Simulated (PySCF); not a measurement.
**C₃H₃, charge +1, SMILES `[CH+]1C=C1`: what the electrons do**

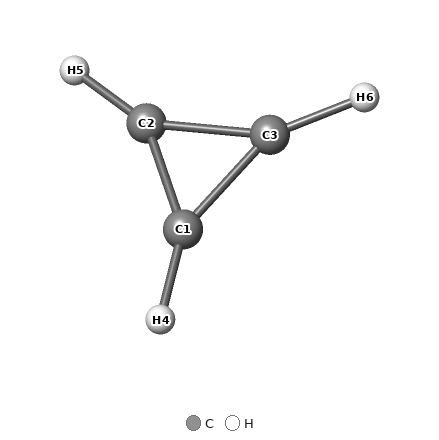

The molecule, with its atoms numbered as below. No frequency check shows the geometry to be a minimum.

Cartesian coordinates (Å):

```
C1       0.7596    0.2362    0.0000
C2      -0.1752   -0.7759    0.0000
C3      -0.5843    0.5397    0.0000
H4       1.7844    0.5549    0.0000
H5      -0.4116   -1.8228    0.0000
H6      -1.3728    1.2679    0.0000
```

## 1. Bonding charge

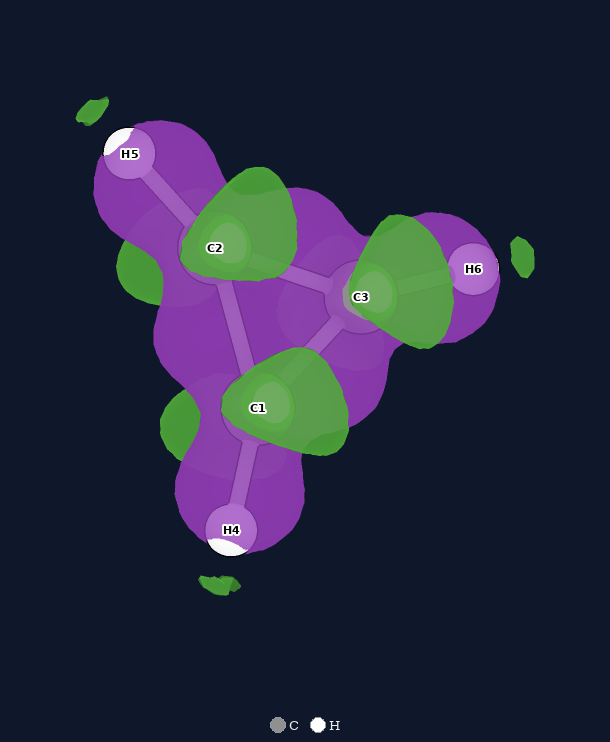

Deformation density (molecule less spherical, spin-averaged free atoms at the same positions), surfaces at ±0.1 e/Å³; purple: gain, green: loss.

PySCF calculation, PBE/def2-SVP, gas phase; geometry: GFN2-xTB.

**Describe the bonding that the map shows.**

C1–H4, C2–H5 and C3–H6: +0.74 e/Å³ at the bond critical point (bond length 1.07 Å, Mayer order 1.0). C1–C2, C1–C3 and C2–C3: +0.48 e/Å³ at the bond critical point (bond length 1.38 Å, Mayer order 1.2). In all, 1.2 electrons gather in the regions of gain relative to the promolecule of neutral atoms (the regions of loss give up this much and the cation's charge besides).

## 2. Bond critical points

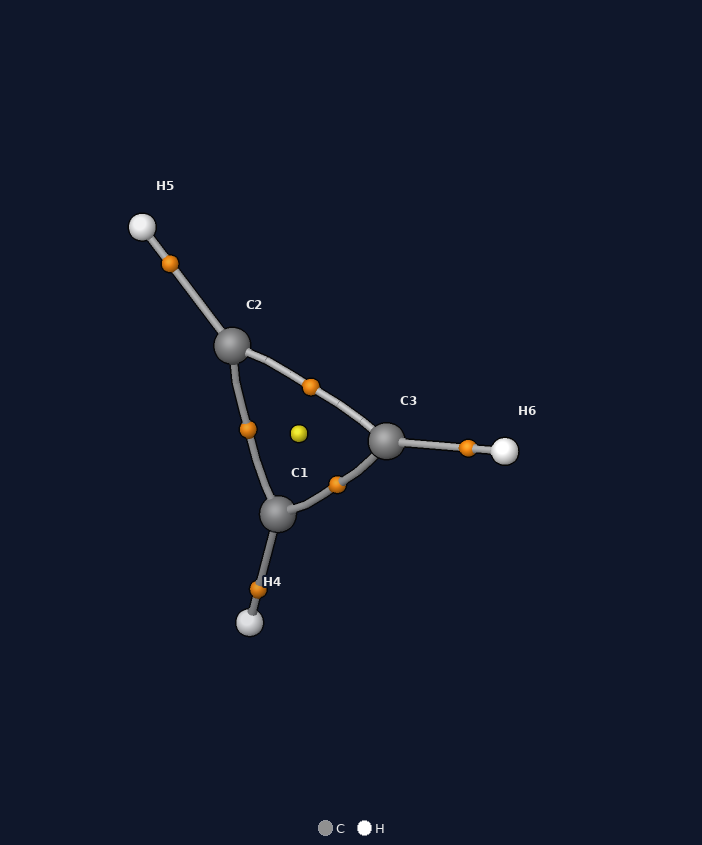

Molecular graph of the electron density (QTAIM): bond paths, bond critical points (orange), ring points (yellow, if any); weak paths are dashed.

**How many critical points of each kind are there, and does the count close?**

6 nuclei, 6 bond, 1 ring and 0 cage critical points: 6 − 6 + 1 − 0 = 1, as the Poincaré–Hopf relation requires.

**Give the properties at the bond critical points.**

```json
{"bond": "C1–C2 (3 alike)", "length (Å)": "1.378", "ρ (a.u.)": "0.302", "∇²ρ (a.u.)": "−0.56", "ε": "0.21", "H (a.u.)": "−0.289"}
{"bond": "C1–H4 (3 alike)", "length (Å)": "1.073", "ρ (a.u.)": "0.286", "∇²ρ (a.u.)": "−1.24", "ε": "0.03", "H (a.u.)": "−0.332"}
```

**What kind of interaction is C1–H4?**

Shared-shell (covalent): ρ = 0.286, ∇²ρ = −1.24, H = −0.332 a.u.

## 3. Electrostatic potential

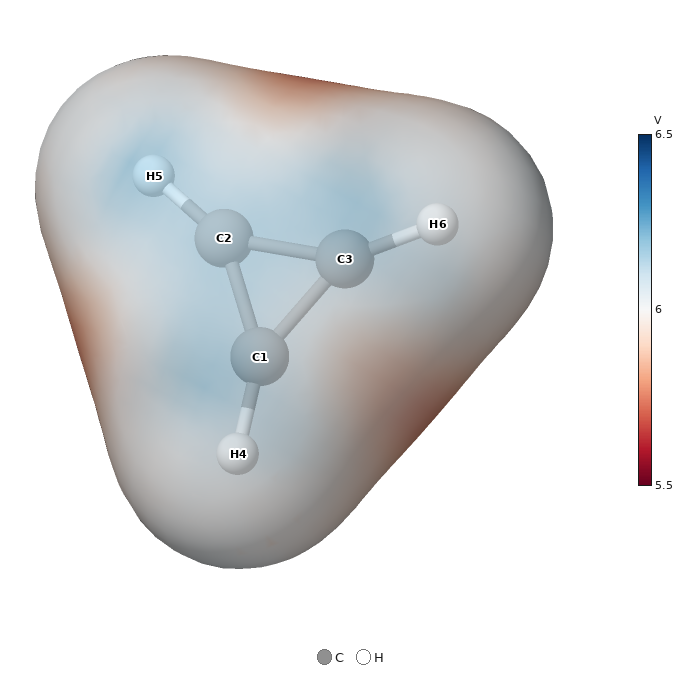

Electrostatic potential on the surface of electron density 0.001 a.u.

**Where are the extremes of the potential on the surface?**

Highest: 6.21 V, off the molecular plane, over C3 (1.8 Å), and at like points elsewhere. Lowest: 5.73 V, off the C2–C3 bond (1.9 to 2.0 Å from its atoms), and at like points elsewhere. The surface is sampled at points, so like sites can differ by a few per cent and only the strongest of them is named.

## 4. Removing or adding an electron

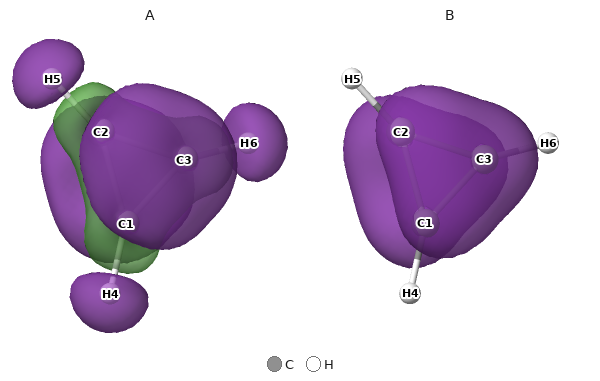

The Fukui function f⁻ from two separate SCF calculations and the density of the HOMO, at ±0.03 e/Å³ (purple positive, green negative).

Computed with PySCF, HF/aug-cc-pVDZ, geometry: GFN2-xTB.

**Which panel is which, and how good is the frozen-orbital picture?**

A is f⁻ (it has negative regions), B the HOMO density. The HOMO lies on C1, C2 and C3 (32 % each); f⁻ (Hirshfeld-condensed) is largest on C1, C2 and C3 (0.26 each); the vertical ionisation energy is 19.40 eV. Relaxation shifts 18 % of the electron between atoms. The orbital energy is −20.59 eV.

The PySCF runs shown took 2.5 s and 5.3 s on 1 thread of Intel(R) Xeon(R) 6975P-C (Granite Rapids) (shared host).
